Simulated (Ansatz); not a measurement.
**C3H11NSn: small, medium and large basis sets**

How large a basis does C3H11NSn need? Two functionals are run in growing sets.

Program: Ansatz 0.2.0, Gaussian basis. Level of theory: one geometry, several basis sets. These are calculated values, not measurements.

Levels to be run: PBE0-D4/def2-SVP; ωB97M-V/def2-SVP; PBE0-D4/def2-QZVPP; ωB97M-V/def2-QZVPP; the functionals' def2-TZVPP values are taken from earlier runs.

**1. The relaxed structure**

An earlier PBE0-D4 in a triple-zeta def2 set relaxation fixed the geometry. Sn takes the def2 core potential; no spin-orbit term is included.

SMILES `[CH3][Sn]([CH3])([CH3])[NH2]`, 16 atoms, charge 0, spin multiplicity 1.

Atoms are counted from 1 here; the program's logs count them from 0.

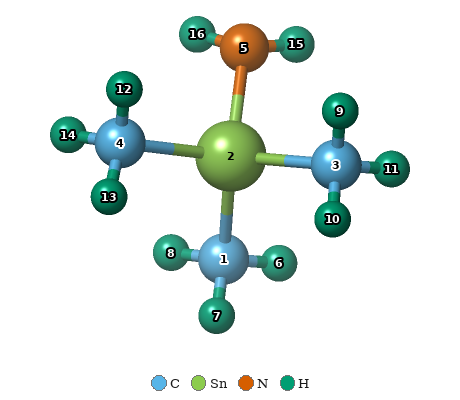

The structure; carbon blue, tin green, nitrogen orange, hydrogen teal; atoms are numbered from 1 in the order of the file.

**2. PBE0-D4 in def2-SVP**

Contents of in.yaml:

```yaml
crystal:
  periodic: [false, false, false]
  atoms:
    - {symbol: C, position_ang: [-1.005483, 0.501347, -1.759525]}
    - {symbol: Sn, position_ang: [-0.038226, 0.033464, 0.103357]}
    - {symbol: C, position_ang: [1.932920, 0.860717, 0.162588]}
    - {symbol: C, position_ang: [-0.057053, -2.075340, 0.458017]}
    - {symbol: N, position_ang: [-0.999302, 0.846921, 1.710865]}
    - {symbol: H, position_ang: [-1.040687, 1.582126, -1.904304]}
    - {symbol: H, position_ang: [-0.461434, 0.055047, -2.594034]}
    - {symbol: H, position_ang: [-2.025668, 0.114688, -1.761679]}
    - {symbol: H, position_ang: [2.389165, 0.650248, 1.130361]}
    - {symbol: H, position_ang: [2.554178, 0.429164, -0.623482]}
    - {symbol: H, position_ang: [1.895365, 1.941759, 0.020258]}
    - {symbol: H, position_ang: [0.412870, -2.289390, 1.418425]}
    - {symbol: H, position_ang: [0.486470, -2.601818, -0.327797]}
    - {symbol: H, position_ang: [-1.082527, -2.447244, 0.479022]}
    - {symbol: H, position_ang: [-1.034958, 1.858472, 1.699724]}
    - {symbol: H, position_ang: [-1.948531, 0.517139, 1.832604]}
basis:
  gaussian: {orbitals: def2-SVP}
hamiltonian: {xc: pbe0, dispersion: d4}
output: {orbitals: {seedname: orbitals}}
```

Launch:

```
$ ansatz run in.yaml --threads 4 --pin off --events-out ev --progress --plain --max-ram 11315MiB
```

Further steps of the session: ωB97M-V in def2-SVP; PBE0-D4 in def2-QZVPP; ωB97M-V in def2-QZVPP.

Before running them: what should the planned runs give, taken together? Wanted: PBE0-D4: double and triple zeta above quadruple; ωB97M-V: double and triple zeta above quadruple.

The runs gave:

```
                                       quantity          value
PBE0-D4: double and triple zeta above quadruple  6.33, 0.36 eV
ωB97M-V: double and triple zeta above quadruple  6.68, 0.35 eV
```

**Reading.** PBE0-D4 gains 5.98 eV from double to triple zeta, then 0.36 eV more. Total energies overstate the basis error of differences, where much of it tends to cancel. The LUMO of ωB97M-V is positive and keeps falling with the basis (2.62 to 1.21 eV): an unbound level that the basis holds in place.
